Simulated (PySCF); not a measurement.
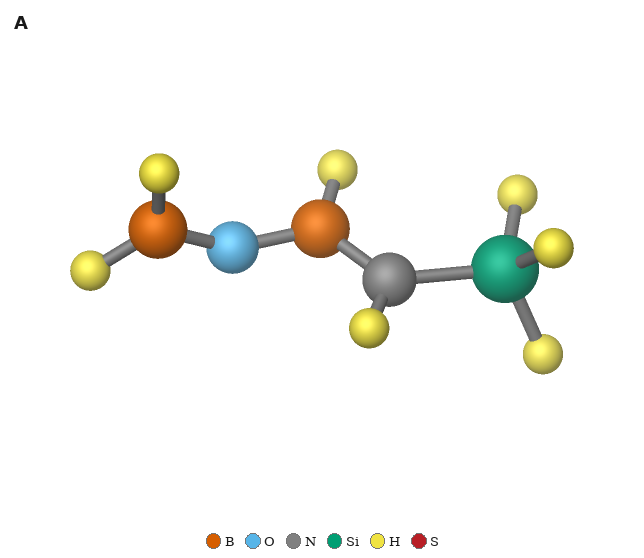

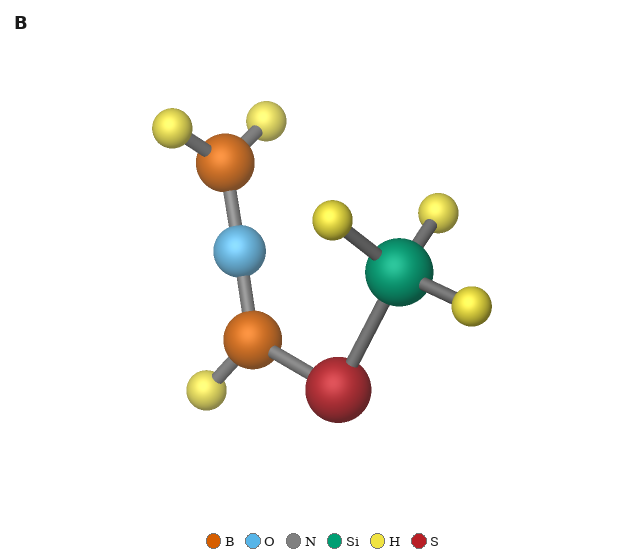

Two related species, optimised with PBE0-D3(BJ)/def2-SVP; properties computed with PySCF 2.14.0. Both: charge 0, singlet.

> Identify both.

A is B2H7NOSi (BOBN[SiH3]), B is B2H6OSSi (BOBS[SiH3]).

Compare them. With B97-D/pcSseg-2: dipole moment (D), HOMO–LUMO gap (eV), HOMO energy (Kohn–Sham orbital) (eV), shielding of Si (ppm). With PBE0-D3(BJ)/def2-SVP: mean Si–H length (Å).

```json
{"quantity": "dipole moment (D)", "A": "1.45", "B": "0.91"}
{"quantity": "HOMO–LUMO gap (eV)", "A": "5.23", "B": "4.77"}
{"quantity": "HOMO energy (Kohn–Sham orbital) (eV)", "A": "−6.65", "B": "−6.61"}
{"quantity": "shielding of Si (ppm)", "A": "391.1", "B": "397.4"}
{"quantity": "mean Si–H length (Å)", "A": "1.492", "B": "1.491"}
```

Each is one conformer, and no frequency run is at hand to confirm it as a minimum.
